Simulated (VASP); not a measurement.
Band structure of BaS (rock salt). Level of theory: optB88-vdW, VASP's PBE PAW potentials (set 64) (plane waves; VASP 6.6.1).

Unless said otherwise, spin-orbit coupling is left out, though it shifts the bands of the heavy elements here.

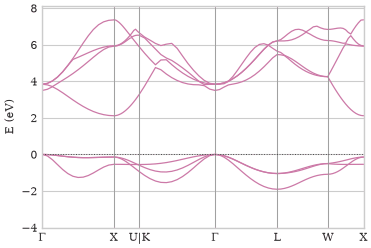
*Bands along high-symmetry lines, zero at the valence-band maximum or, without a gap, the Fermi level*

**Question.** Read the plot: is there a gap, and where are the band edges?

**Answer.** The gap is indirect, 2.12 eV, from the valence maximum at Γ to the conduction minimum at X. (Edges off the drawn lines would not show.)

The compound is BaS in the rock salt structure. It was relaxed first.
